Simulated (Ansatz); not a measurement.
# C4H10BN: one species, many methods, part 1 of 2

How much do the methods differ for C4H10BN? The plan is to run it at one geometry with functionals of several rungs and with coupled cluster. The yardstick is the atomisation energy at the CCSD(T) limit.

The runs use Ansatz 0.2.0, Gaussian basis; functionals in def2-TZVPP, the program's frozen cores in correlated methods.

Levels to be run: LDA (SPW92), PBE-D4, revPBE-D4, BLYP-D4, r2SCAN-D4, B97M-V, PBE0-D4, B3LYP-D4, r2SCANh-D4, r2SCAN0-D4, HSE06-D4, BHLYP-D4, CAM-B3LYP-D4, LC-ωPBE, ωB97X-V, ωB97M-V, B2PLYP, PBE-QIDH; CCSD(T)/def2-SVP; CCSD(T)/def2-TZVPP; MP2/def2-QZVPP; extrapolation to the limit; RPA on PBE.

### Step 1. The relaxed structure

An earlier PBE0-D4 in a triple-zeta def2 set relaxation fixed the geometry.

16 atoms, charge 0, spin multiplicity 1.

Atoms are counted from 1 here; the program's logs count them from 0.

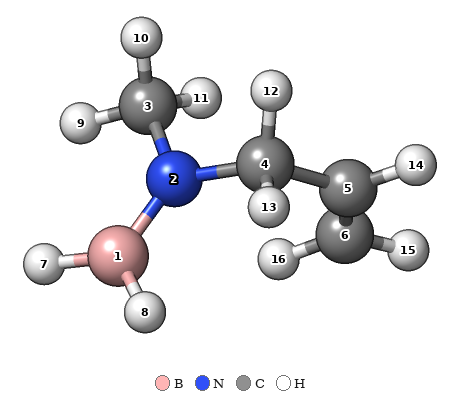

The geometry (boron pink, nitrogen blue, carbon grey, hydrogen white); atoms are numbered from 1 in the order of the file.

Coordinates:

```mol
C4H10BN
  3D, bonds by distance, orders not assigned

 16 15  0  0  0  0  0  0  0  0999 V2000
   -0.4978   -1.2353   -1.4619 B   0  0
    0.3070   -0.5151   -0.5938 N   0  0
    1.2087   -1.1330    0.3569 C   0  0
    0.3146    0.9314   -0.5557 C   0  0
   -0.4453    1.5392    0.5858 C   0  0
   -1.2798    0.8975    1.3883 C   0  0
   -0.4678   -2.4318   -1.4252 H   0  0
   -1.1986   -0.6384   -2.2279 H   0  0
    1.1105   -2.2156    0.3005 H   0  0
    2.2472   -0.8622    0.1351 H   0  0
    0.9889   -0.8097    1.3783 H   0  0
    1.3531    1.2879   -0.5190 H   0  0
   -0.1040    1.3058   -1.4949 H   0  0
   -0.2843    2.6065    0.7220 H   0  0
   -1.8072    1.4152    2.1801 H   0  0
   -1.4683   -0.1650    1.2759 H   0  0
  1  2  8  0
  2  3  8  0
  2  4  8  0
  4  5  8  0
  5  6  8  0
  1  7  8  0
  1  8  8  0
  3  9  8  0
  3 10  8  0
  3 11  8  0
  4 12  8  0
  4 13  8  0
  5 14  8  0
  6 15  8  0
  6 16  8  0
M  END
```

### Step 2. LDA

This LDA is Slater exchange with PW92 correlation.

in.yaml

```yaml
crystal:
  periodic: [false, false, false]
  atoms:
    - {symbol: B, position_ang: [-0.497766, -1.235258, -1.461923]}
    - {symbol: N, position_ang: [0.307044, -0.515085, -0.593756]}
    - {symbol: C, position_ang: [1.208726, -1.133022, 0.356942]}
    - {symbol: C, position_ang: [0.314553, 0.931405, -0.555680]}
    - {symbol: C, position_ang: [-0.445314, 1.539237, 0.585768]}
    - {symbol: C, position_ang: [-1.279810, 0.897474, 1.388271]}
    - {symbol: H, position_ang: [-0.467799, -2.431818, -1.425236]}
    - {symbol: H, position_ang: [-1.198609, -0.638352, -2.227901]}
    - {symbol: H, position_ang: [1.110542, -2.215578, 0.300541]}
    - {symbol: H, position_ang: [2.247196, -0.862229, 0.135058]}
    - {symbol: H, position_ang: [0.988892, -0.809681, 1.378315]}
    - {symbol: H, position_ang: [1.353077, 1.287873, -0.519018]}
    - {symbol: H, position_ang: [-0.103998, 1.305812, -1.494914]}
    - {symbol: H, position_ang: [-0.284259, 2.606545, 0.722015]}
    - {symbol: H, position_ang: [-1.807184, 1.415214, 2.180081]}
    - {symbol: H, position_ang: [-1.468292, -0.165037, 1.275937]}
basis:
  gaussian: {orbitals: def2-TZVPP}
hamiltonian: {xc: lda}
output: {orbitals: {seedname: orbitals}}
```

The run is started by

```
> ansatz run in.yaml --threads 4 --pin off --events-out ev --progress --plain --max-ram 11315MiB
```

Standard output (excerpt; [...] marks lines left out):

```text
Functional definition: SPW92
  name "SPW92"
  cite "Dirac, Proc. Camb. Phil. Soc. 26, 376 (1930) doi:10.1017/S0305004100016108"
  cite "Slater, Phys. Rev. 81, 385 (1951) doi:10.1103/PhysRev.81.385"
  cite "Perdew & Wang, Phys. Rev. B 45, 13244 (1992) doi:10.1103/PhysRevB.45.13244"
[...]
1634 factors; their error is unknown
[...]
mean field -6418.97092234 eV, -235.8928304613 hartree, gradient 4.7e-5 eV, S^2 0.000000; 0 other end points of the search recorded, 0 dependent functions left out
reference -6418.97096982 eV, -235.8928322062 hartree; 23, 23 occupied and 303, 303 virtual orbitals, 1634 factors
Total energy: -6418.97096982 eV, -235.8928322062 hartree
```

Run time: 2.3 s. Hardware: 4 threads of Arm Neoverse V1, shared host; peak memory 0.47 GiB.

Atomisation energy: 1734.1 kcal/mol (free atoms -6343.774 eV, run apart). HOMO -6.44 eV, LUMO -1.14 eV.

### Step 3. PBE-D4 (GGA)

in.yaml: that of step 2 with these lines changed.

```diff
@@ -21,3 +21,3 @@
   gaussian: {orbitals: def2-TZVPP}
-hamiltonian: {xc: lda}
-output: {orbitals: {seedname: orbitals}}
+hamiltonian: {xc: pbe, dispersion: d4}
+output: {forces: true, orbitals: {seedname: orbitals}}
```

Same command.

Standard output (excerpt; [...] marks lines left out):

```text
Functional definition: PBE
  name "PBE"
  cite "Perdew, Burke & Ernzerhof, Phys. Rev. Lett. 77, 3865 (1996) doi:10.1103/PhysRevLett.77.3865"
  parent pbe
[...]
1634 factors; their error is unknown
[...]
mean field -6470.61338583 eV, -237.7906559901 hartree, gradient 3.1e-5 eV, S^2 0.000000; 0 other end points of the search recorded, 0 dependent functions left out
[...]
Atom 12 at    -0.103998     1.305812    -1.494914 Å, force    -0.078758     0.077975    -0.207961 eV/Å
Atom 13 at    -0.284259     2.606545     0.722015 Å, force     0.043815     0.230393     0.019111 eV/Å
Atom 14 at    -1.807184     1.415214     2.180081 Å, force    -0.117682     0.094550     0.167424 eV/Å
Atom 15 at    -1.468292    -0.165037     1.275937 Å, force    -0.052543    -0.224876    -0.012264 eV/Å
Dipole moment:     0.270468     0.233407     0.230086 e Å
```

It took 4.9 s on 4 threads of Arm Neoverse V1, shared host; peak memory 0.47 GiB.

Atomisation energy: 1556.9 kcal/mol (free atoms -6403.445 eV, run apart). HOMO -6.28 eV, LUMO -0.90 eV.

### Step 4. revPBE-D4 (GGA)

in.yaml: that of step 3 with these lines changed.

```diff
@@ -21,3 +21,3 @@
   gaussian: {orbitals: def2-TZVPP}
-hamiltonian: {xc: pbe, dispersion: d4}
-output: {forces: true, orbitals: {seedname: orbitals}}
+hamiltonian: {xc: {name: revPBE}, dispersion: d4}
+output: {orbitals: {seedname: orbitals}}
```

Launched as before.

Standard output (excerpt; [...] marks lines left out):

```text
Functional definition: revPBE
  name "revPBE"
  cite "Zhang & Yang, Phys. Rev. Lett. 80, 890 (1998) doi:10.1103/PhysRevLett.80.890"
  cite "Perdew, Burke & Ernzerhof, Phys. Rev. Lett. 77, 3865 (1996) doi:10.1103/PhysRevLett.77.3865"
[...]
1634 factors; their error is unknown
[...]
mean field -6477.64215819 eV, -238.0489586098 hartree, gradient 5.3e-5 eV, S^2 0.000000; 0 other end points of the search recorded, 0 dependent functions left out
reference -6477.64222352 eV, -238.0489610106 hartree; 23, 23 occupied and 303, 303 virtual orbitals, 1634 factors
Total energy: -6478.78319798 eV, -238.0908910486 hartree
```

Wall time 3.7 s (4 threads of Arm Neoverse V1, shared host); peak memory 0.48 GiB.

With the free atoms at this level, -6412.749 eV in sum, the atomisation energy is 1522.8 kcal/mol. HOMO -6.22 eV, LUMO -0.80 eV.

### Step 5. BLYP-D4 (GGA)

in.yaml: that of step 4 with these lines changed.

```diff
@@ -21,3 +21,3 @@
   gaussian: {orbitals: def2-TZVPP}
-hamiltonian: {xc: {name: revPBE}, dispersion: d4}
+hamiltonian: {xc: {name: BLYP}, dispersion: d4}
 output: {orbitals: {seedname: orbitals}}
```

Same command.

Standard output (excerpt; [...] marks lines left out):

```text
Functional definition: BLYP
  name "BLYP"
  cite "Becke, Phys. Rev. A 38, 3098 (1988) doi:10.1103/PhysRevA.38.3098"
  cite "Lee, Yang & Parr, Phys. Rev. B 37, 785 (1988) doi:10.1103/PhysRevB.37.785"
[...]
1634 factors; their error is unknown
[...]
mean field -6476.45992903 eV, -238.0055124896 hartree, gradient 5.0e-5 eV, S^2 0.000000; 0 other end points of the search recorded, 0 dependent functions left out
reference -6476.46036186 eV, -238.0055283959 hartree; 23, 23 occupied and 303, 303 virtual orbitals, 1634 factors
Total energy: -6477.21783618 eV, -238.0333650636 hartree
```

Wall time 3.7 s (4 threads of Arm Neoverse V1, shared host); peak memory 0.48 GiB.

With the free atoms at this level, -6411.074 eV in sum, the atomisation energy is 1525.3 kcal/mol. HOMO -6.14 eV, LUMO -0.77 eV.

### Step 6. r2SCAN-D4 (meta-GGA)

in.yaml: that of step 5 with these lines changed.

```diff
@@ -21,3 +21,3 @@
   gaussian: {orbitals: def2-TZVPP}
-hamiltonian: {xc: {name: BLYP}, dispersion: d4}
-output: {orbitals: {seedname: orbitals}}
+hamiltonian: {xc: r2scan, dispersion: d4}
+output: {forces: true, orbitals: {seedname: orbitals}}
```

Launched as before.

Standard output (excerpt; [...] marks lines left out):

```text
Functional definition: r2SCAN
  name "r2SCAN"
  cite "Furness, Kaplan, Ning, Perdew & Sun, J. Phys. Chem. Lett. 11, 8208 (2020) doi:10.1021/acs.jpclett.0c02405"
  cite "Furness, Kaplan, Ning, Perdew & Sun, J. Phys. Chem. Lett. 11, 9248 (2020) doi:10.1021/acs.jpclett.0c03077"
  parent r2scan
[...]
1634 factors; their error is unknown
[...]
Atom 12 at    -0.103998     1.305812    -1.494914 Å, force     0.008063     0.000548    -0.003218 eV/Å
Atom 13 at    -0.284259     2.606545     0.722015 Å, force     0.006187     0.004476    -0.009893 eV/Å
Atom 14 at    -1.807184     1.415214     2.180081 Å, force     0.005663    -0.009171    -0.014164 eV/Å
Atom 15 at    -1.468292    -0.165037     1.275937 Å, force     0.006469     0.005871     0.002538 eV/Å
Dipole moment:     0.265428     0.224258     0.219577 e Å
```

Run time: 8.5 s. Hardware: 4 threads of Arm Neoverse V1, shared host; peak memory 0.51 GiB.

Atomisation energy: 1525.4 kcal/mol (free atoms -6409.607 eV, run apart). HOMO -6.47 eV, LUMO -0.62 eV.

### Step 7. B97M-V (meta-GGA)

in.yaml: that of step 6 with these lines changed.

```diff
@@ -21,3 +21,3 @@
   gaussian: {orbitals: def2-TZVPP}
-hamiltonian: {xc: r2scan, dispersion: d4}
-output: {forces: true, orbitals: {seedname: orbitals}}
+hamiltonian: {xc: {name: B97M-V}}
+output: {orbitals: {seedname: orbitals}}
```

Launched as before.

Standard output (excerpt; [...] marks lines left out):

```text
Functional definition: B97M-V
  name "B97M-V"
  cite "Mardirossian & Head-Gordon, J. Chem. Phys. 142, 074111 (2015) doi:10.1063/1.4907719"
  cite "Becke, J. Chem. Phys. 107, 8554 (1997) doi:10.1063/1.475007"
  cite "Vydrov & Van Voorhis, J. Chem. Phys. 133, 244103 (2010) doi:10.1063/1.3521275"
  # Of w^i u^j: cxij and so on, Table III.
[...]
  gx(w, u) = cx00 + cx01*u + cx02*u^2 + (cx10 + cx11*u)*w
[...]
  gos(w, u) = cos00 + cos01*u + cos03*u^3 + cos10*w + cos32*w^3*u^2
[...]
      + integral(e_c_pw_mod_opposite_spin*gos(b97_w_opposite, b97_u_opposite)) + vv10(b, c)
1634 factors; their error is unknown
[...]
mean field -6479.94399710 eV, -238.1335496298 hartree, gradient 3.9e-5 eV, S^2 0.000000; 0 other end points of the search recorded, 0 dependent functions left out
reference -6479.94407032 eV, -238.1335523203 hartree; 23, 23 occupied and 303, 303 virtual orbitals, 1634 factors
Total energy: -6479.94407032 eV, -238.1335523203 hartree
```

It took 15 s on 4 threads of Arm Neoverse V1, shared host; peak memory 0.59 GiB.

Atomisation energy: 1524.5 kcal/mol (free atoms -6413.837 eV, run apart). HOMO -6.57 eV, LUMO -0.67 eV.

### Step 8. PBE0-D4 (hybrid)

in.yaml: that of step 7 with these lines changed.

```diff
@@ -21,3 +21,3 @@
   gaussian: {orbitals: def2-TZVPP}
-hamiltonian: {xc: {name: B97M-V}}
+hamiltonian: {xc: pbe0, dispersion: d4}
 output: {orbitals: {seedname: orbitals}}
```

Same command.

Standard output (excerpt; [...] marks lines left out):

```text
Functional definition: PBE0
  name "PBE0"
  cite "Adamo & Barone, J. Chem. Phys. 110, 6158 (1999) doi:10.1063/1.478522"
  cite "Perdew, Burke & Ernzerhof, Phys. Rev. Lett. 77, 3865 (1996) doi:10.1103/PhysRevLett.77.3865"
  parent pbe
[...]
1634 factors; their error is unknown
[...]
mean field -6471.63060546 eV, -237.8280381218 hartree, gradient 5.1e-5 eV, S^2 0.000000; 0 other end points of the search recorded, 0 dependent functions left out
reference -6471.63064324 eV, -237.8280395102 hartree; 23, 23 occupied and 303, 303 virtual orbitals, 1634 factors
Total energy: -6471.92033443 eV, -237.8386854651 hartree
```

Run time: 4.7 s. Hardware: 4 threads of Arm Neoverse V1, shared host; peak memory 0.9 GiB.

With the free atoms at this level, -6405.396 eV in sum, the atomisation energy is 1534.1 kcal/mol. HOMO -7.48 eV, LUMO 0.07 eV.

### Step 9. B3LYP-D4 (hybrid)

B3LYP here takes the VWN-RPA correlation.

in.yaml: that of step 8 with these lines changed.

```diff
@@ -21,3 +21,3 @@
   gaussian: {orbitals: def2-TZVPP}
-hamiltonian: {xc: pbe0, dispersion: d4}
-output: {orbitals: {seedname: orbitals}}
+hamiltonian: {xc: {name: B3LYP}, dispersion: d4}
+output: {forces: true, orbitals: {seedname: orbitals}}
```

Same command.

Standard output (excerpt; [...] marks lines left out):

```text
Functional definition: B3LYP
  name "B3LYP"
  cite "Stephens, Devlin, Chabalowski & Frisch, J. Phys. Chem. 98, 11623 (1994) doi:10.1021/j100096a001"
  cite "Becke, Phys. Rev. A 38, 3098 (1988) doi:10.1103/PhysRevA.38.3098"
  cite "Lee, Yang & Parr, Phys. Rev. B 37, 785 (1988) doi:10.1103/PhysRevB.37.785"
  cite "Vosko, Wilk & Nusair, Can. J. Phys. 58, 1200 (1980) doi:10.1139/p80-159"
[...]
1634 factors; their error is unknown
[...]
Atom 12 at    -0.103998     1.305812    -1.494914 Å, force     0.040330    -0.011021     0.057056 eV/Å
Atom 13 at    -0.284259     2.606545     0.722015 Å, force    -0.009098    -0.068342    -0.009808 eV/Å
Atom 14 at    -1.807184     1.415214     2.180081 Å, force     0.027518    -0.047654    -0.050083 eV/Å
Atom 15 at    -1.468292    -0.165037     1.275937 Å, force    -0.001745     0.094153     0.033530 eV/Å
Dipole moment:     0.256412     0.218744     0.216065 e Å
```

It took 8.5 s on 4 threads of Arm Neoverse V1, shared host; peak memory 1.2 GiB.

Atomisation energy: 1529.7 kcal/mol (free atoms -6414.468 eV, run apart). HOMO -7.26 eV, LUMO -0.17 eV.

### Step 10. r2SCANh-D4 (hybrid)

in.yaml: that of step 9 with these lines changed.

```diff
@@ -21,3 +21,3 @@
   gaussian: {orbitals: def2-TZVPP}
-hamiltonian: {xc: {name: B3LYP}, dispersion: d4}
-output: {forces: true, orbitals: {seedname: orbitals}}
+hamiltonian: {xc: {name: r2SCANh}, dispersion: d4}
+output: {orbitals: {seedname: orbitals}}
```

Same command.

Standard output (excerpt; [...] marks lines left out):

```text
Functional definition: r2SCANh
  name "r2SCANh"
  cite "Bursch, Neugebauer, Ehlert & Grimme, J. Chem. Phys. 156, 134105 (2022) doi:10.1063/5.0086040"
  cite "Furness, Kaplan, Ning, Perdew & Sun, J. Phys. Chem. Lett. 11, 8208 (2020) doi:10.1021/acs.jpclett.0c02405"
  cite "Furness, Kaplan, Ning, Perdew & Sun, J. Phys. Chem. Lett. 11, 9248 (2020) doi:10.1021/acs.jpclett.0c03077"
  parent r2scan
[...]
1634 factors; their error is unknown
[...]
mean field -6475.42155027 eV, -237.9673527742 hartree, gradient 1.6e-5 eV, S^2 0.000000; 0 other end points of the search recorded, 0 dependent functions left out
reference -6475.42156398 eV, -237.9673532778 hartree; 23, 23 occupied and 303, 303 virtual orbitals, 1634 factors
Total energy: -6475.51657221 eV, -237.9708447658 hartree
```

It took 8 s on 4 threads of Arm Neoverse V1, shared host; peak memory 0.93 GiB.

With the free atoms at this level, -6409.675 eV in sum, the atomisation energy is 1518.3 kcal/mol. HOMO -6.93 eV, LUMO -0.25 eV.

### Step 11. r2SCAN0-D4 (hybrid)

in.yaml: that of step 10 with these lines changed.

```diff
@@ -21,3 +21,3 @@
   gaussian: {orbitals: def2-TZVPP}
-hamiltonian: {xc: {name: r2SCANh}, dispersion: d4}
+hamiltonian: {xc: {name: r2SCAN0}, dispersion: d4}
 output: {orbitals: {seedname: orbitals}}
```

Launched as before.

Standard output (excerpt; [...] marks lines left out):

```text
Functional definition: r2SCAN0
  name "r2SCAN0"
  cite "Bursch, Neugebauer, Ehlert & Grimme, J. Chem. Phys. 156, 134105 (2022) doi:10.1063/5.0086040"
  cite "Furness, Kaplan, Ning, Perdew & Sun, J. Phys. Chem. Lett. 11, 8208 (2020) doi:10.1021/acs.jpclett.0c02405"
  cite "Furness, Kaplan, Ning, Perdew & Sun, J. Phys. Chem. Lett. 11, 9248 (2020) doi:10.1021/acs.jpclett.0c03077"
  parent r2scan
[...]
1634 factors; their error is unknown
[...]
mean field -6475.09406004 eV, -237.9553177300 hartree, gradient 3.9e-5 eV, S^2 0.000000; 0 other end points of the search recorded, 0 dependent functions left out
reference -6475.09407190 eV, -237.9553181658 hartree; 23, 23 occupied and 303, 303 virtual orbitals, 1634 factors
Total energy: -6475.19808697 eV, -237.9591406491 hartree
```

It took 8 s on 4 threads of Arm Neoverse V1, shared host; peak memory 0.93 GiB.

With the free atoms at this level, -6409.787 eV in sum, the atomisation energy is 1508.4 kcal/mol. HOMO -7.62 eV, LUMO 0.27 eV.

### Step 12. HSE06-D4 (hybrid)

HSE06 is the plane-wave form, built on full-range PBE exchange.

in.yaml: that of step 11 with these lines changed.

```diff
@@ -21,3 +21,3 @@
   gaussian: {orbitals: def2-TZVPP}
-hamiltonian: {xc: {name: r2SCAN0}, dispersion: d4}
+hamiltonian: {xc: hse06, dispersion: d4}
 output: {orbitals: {seedname: orbitals}}
```

Same command.

Standard output (excerpt; [...] marks lines left out):

```text
Functional definition: HSE06
  name "HSE06"
  cite "Heyd, Scuseria & Ernzerhof, J. Chem. Phys. 118, 8207 (2003) doi:10.1063/1.1564060"
  cite "Krukau, Vydrov, Izmaylov & Scuseria, J. Chem. Phys. 125, 224106 (2006) doi:10.1063/1.2404663"
  cite "Heyd & Scuseria, J. Chem. Phys. 120, 7274 (2004) doi:10.1063/1.1668634"
  cite "Ernzerhof & Perdew, J. Chem. Phys. 109, 3313 (1998) doi:10.1063/1.476928"
[...]
1634 factors; their error is unknown
137 factors; integrals over basis functions are off by at most 3.3e-7 eV
[...]
mean field -6471.22905561 eV, -237.8132814372 hartree, gradient 4.7e-5 eV, S^2 0.000000; 0 other end points of the search recorded, 0 dependent functions left out
reference -6471.22910597 eV, -237.8132832880 hartree; 23, 23 occupied and 303, 303 virtual orbitals, 1634 factors
Total energy: -6471.49666717 eV, -237.8231159805 hartree
```

Run time: 5.5 s. Hardware: 4 threads of Arm Neoverse V1, shared host; peak memory 0.96 GiB.

With the free atoms at this level, -6404.929 eV in sum, the atomisation energy is 1535.1 kcal/mol. HOMO -7.08 eV, LUMO -0.31 eV.

### Step 13. BHLYP-D4 (hybrid)

in.yaml: that of step 12 with these lines changed.

```diff
@@ -21,3 +21,3 @@
   gaussian: {orbitals: def2-TZVPP}
-hamiltonian: {xc: hse06, dispersion: d4}
+hamiltonian: {xc: {name: BHLYP}, dispersion: d4}
 output: {orbitals: {seedname: orbitals}}
```

Same command.

Standard output (excerpt; [...] marks lines left out):

```text
Functional definition: BHLYP
  name "BHLYP"
  cite "Becke, J. Chem. Phys. 98, 1372 (1993) doi:10.1063/1.464304"
  cite "Becke, Phys. Rev. A 38, 3098 (1988) doi:10.1103/PhysRevA.38.3098"
  cite "Lee, Yang & Parr, Phys. Rev. B 37, 785 (1988) doi:10.1103/PhysRevB.37.785"
[...]
1852 factors; their error is unknown
[...]
mean field -6475.85191385 eV, -237.9831683441 hartree, gradient 3.9e-5 eV, S^2 0.000000; 0 other end points of the search recorded, 0 dependent functions left out
reference -6475.85212554 eV, -237.9831761234 hartree; 23, 23 occupied and 303, 303 virtual orbitals, 1852 factors
Total energy: -6476.23020836 eV, -237.9970704106 hartree
```

Wall time 5 s (4 threads of Arm Neoverse V1, shared host); peak memory 0.94 GiB.

Atomisation energy: 1491.0 kcal/mol (free atoms -6411.576 eV, run apart). HOMO -8.51 eV, LUMO 0.96 eV.

### Step 14. CAM-B3LYP-D4 (range-separated)

in.yaml: that of step 13 with these lines changed.

```diff
@@ -21,3 +21,3 @@
   gaussian: {orbitals: def2-TZVPP}
-hamiltonian: {xc: {name: BHLYP}, dispersion: d4}
+hamiltonian: {xc: {name: CAM-B3LYP}, dispersion: d4}
 output: {orbitals: {seedname: orbitals}}
```

Same command.

Standard output (excerpt; [...] marks lines left out):

```text
Functional definition: CAM-B3LYP
  name "CAM-B3LYP"
  cite "Yanai, Tew & Handy, Chem. Phys. Lett. 393, 51 (2004) doi:10.1016/j.cplett.2004.06.011"
  cite "Iikura, Tsuneda, Yanai & Hirao, J. Chem. Phys. 115, 3540 (2001) doi:10.1063/1.1383587"
  cite "Becke, Phys. Rev. A 38, 3098 (1988) doi:10.1103/PhysRevA.38.3098"
  cite "Lee, Yang & Parr, Phys. Rev. B 37, 785 (1988) doi:10.1103/PhysRevB.37.785"
[...]
  # Exact exchange under (alpha + beta erf(omega r))/r, Becke's under what is left of 1/r.
[...]
1634 factors; their error is unknown
456 factors; integrals over basis functions are off by at most 1.4e-5 eV
[...]
mean field -6476.16025233 eV, -237.9944995740 hartree, gradient 2.5e-5 eV, S^2 0.000000; 0 other end points of the search recorded, 0 dependent functions left out
reference -6476.16040669 eV, -237.9945052468 hartree; 23, 23 occupied and 303, 303 virtual orbitals, 1634 factors
Total energy: -6476.45022572 eV, -238.0051558997 hartree
```

Run time: 6 s. Hardware: 4 threads of Arm Neoverse V1, shared host; peak memory 1.1 GiB.

With the free atoms at this level, -6409.900 eV in sum, the atomisation energy is 1534.7 kcal/mol. HOMO -8.83 eV, LUMO 1.06 eV.

### Step 15. LC-ωPBE (range-separated)

in.yaml: that of step 14 with these lines changed.

```diff
@@ -21,3 +21,3 @@
   gaussian: {orbitals: def2-TZVPP}
-hamiltonian: {xc: {name: CAM-B3LYP}, dispersion: d4}
+hamiltonian: {xc: {name: LC-wPBE}}
 output: {orbitals: {seedname: orbitals}}
```

Launched as before.

Standard output (excerpt; [...] marks lines left out):

```text
Functional definition: LC-wPBE
  name "LC-wPBE"
  cite "Vydrov & Scuseria, J. Chem. Phys. 125, 234109 (2006) doi:10.1063/1.2409292"
  cite "Heyd & Scuseria, J. Chem. Phys. 120, 7274 (2004) doi:10.1063/1.1668634"
  cite "Ernzerhof & Perdew, J. Chem. Phys. 109, 3313 (1998) doi:10.1063/1.476928"
  cite "Perdew, Burke & Ernzerhof, Phys. Rev. Lett. 77, 3865 (1996) doi:10.1103/PhysRevLett.77.3865"
  parent pbe
[...]
1634 factors; their error is unknown
549 factors; integrals over basis functions are off by at most 2.8e-5 eV
[...]
mean field -6475.42495267 eV, -237.9674778099 hartree, gradient 1.6e-5 eV, S^2 0.000000; 0 other end points of the search recorded, 0 dependent functions left out
reference -6475.42495268 eV, -237.9674778102 hartree; 23, 23 occupied and 303, 303 virtual orbitals, 1634 factors
Total energy: -6475.42495268 eV, -237.9674778102 hartree
```

Wall time 4.5 s (4 threads of Arm Neoverse V1, shared host); peak memory 0.73 GiB.

With the free atoms at this level, -6409.475 eV in sum, the atomisation energy is 1520.8 kcal/mol. HOMO -10.22 eV, LUMO 2.24 eV.

(Continued in part 2 of 2.)
